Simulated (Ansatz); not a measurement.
Rb₂HgPdCl₆

```xyz
20
Lattice="7.3902 0.0000 0.0000 0.0000 7.3902 0.0000 0.0000 0.0000 10.7101" Properties=species:S:1:pos:R:3 pbc="T T T"
Pd    0.0000    0.0000    0.0000
Pd    3.6951    3.6951    5.3551
Hg    0.0000    0.0000    5.3551
Hg    3.6951    3.6951    0.0000
Cl    0.0000    0.0000    3.0117
Cl    3.6951    3.6951    8.3667
Cl    0.0000    0.0000    7.6984
Cl    3.6951    3.6951    2.3434
Rb    0.0000    3.6951    2.6775
Rb    3.6951    0.0000    8.0326
Rb    3.6951    0.0000    2.6775
Rb    0.0000    3.6951    8.0326
Cl    1.6463    1.6463    0.0000
Cl    5.3414    5.3414    5.3551
Cl    5.7439    1.6463    0.0000
Cl    2.0488    5.3414    5.3551
Cl    2.0488    2.0488    5.3551
Cl    5.7439    5.7439    0.0000
Cl    1.6463    5.7439    0.0000
Cl    5.3414    2.0488    5.3551
```

Space group I4/mmm; built by placing these elements on a known structure type; Hubbard U of 3.69 eV on Pd d only.

Theory: DFT, PAW plane waves, r2SCAN+U (Ansatz 0.2.0).

### What can the converged valence pseudo-density and electron localisation function tell about the bonding?

Hg–Cl (2.34 Å): the density is about 0.66 e/Å³ at the midpoint; the ELF peaks at about 0.80 in the valence shell of Cl, 0.8 Å from its nucleus, and is about 0.35 at the midpoint.
Rb–Cl (3.71 Å): the density is about 0.03 e/Å³ at the midpoint; the ELF is about 0 at the midpoint; a closed-shell, largely ionic contact.

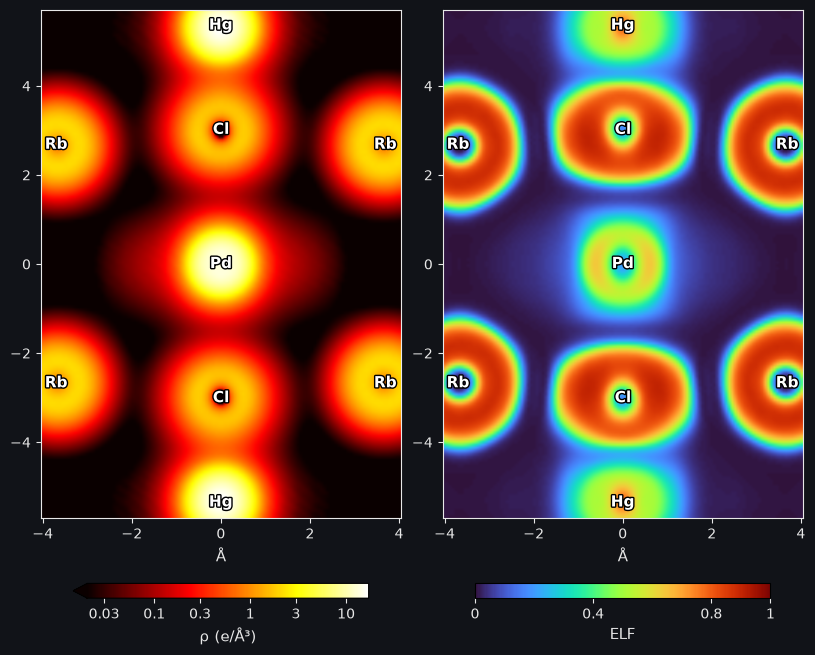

Computed valence pseudo-density and electron localisation function on the (010) plane of the conventional cell, in this order. 
